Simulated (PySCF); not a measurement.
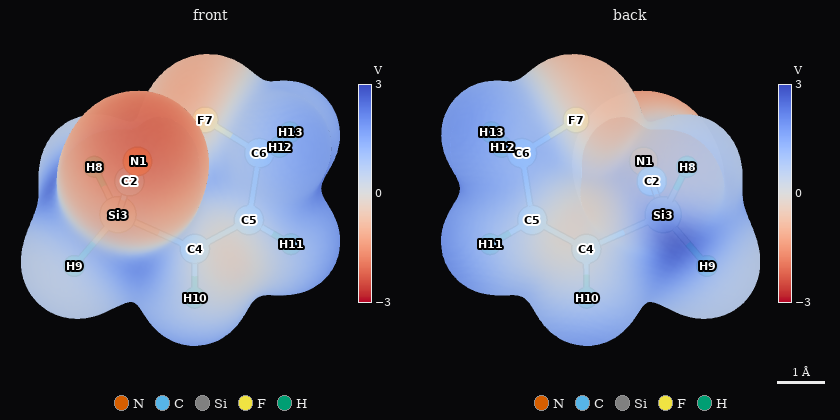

The picture shows: C4H6FNSi (SMILES N#C[SiH2]/C=C\CF). The molecular electrostatic potential painted on the density surface at 0.004 e/bohr³, seen from the front and from behind; red is negative and blue positive.

Geometry: GFN2-xTB.

Level of theory: PBE0/pcSseg-1, SCF density, gas phase, non-relativistic (PySCF).

Input

```
{"job": {"kind": "nmr", "xc": "PBE0", "basis": "pcSseg-1"}, "charge": 0, "multiplicity": 1}
N      2.326999     1.471520     1.389708
C      1.974140     0.539896     0.824465
Si     1.377905    -0.956387    -0.126456
C     -0.057778    -0.360583    -1.200042
C     -1.159194     0.252583    -0.789438
C     -1.506248     0.557305     0.631485
F     -0.751951    -0.174425     1.515927
H      1.050807    -2.020195     0.815804
H      2.483805    -1.319283    -1.022888
H      0.050469    -0.516215    -2.265909
H     -1.913963     0.595440    -1.487831
H     -1.323928     1.615359     0.860117
H     -2.555451     0.315470     0.837330
```

Command:

```sh
OMP_NUM_THREADS=1 python probes_run.py task.json out
```

Where is the surface potential most negative and most positive?

The most negative region (about −2.1 V, or −48 kcal/mol for a unit charge) lies over N1, the most positive (about +2.4 V, or +55 kcal/mol for a unit charge) over Si3. N1 is the likeliest acceptor of a hydrogen bond.

What dipole moment does the calculation give?

Its dipole moment is 4.61 D.
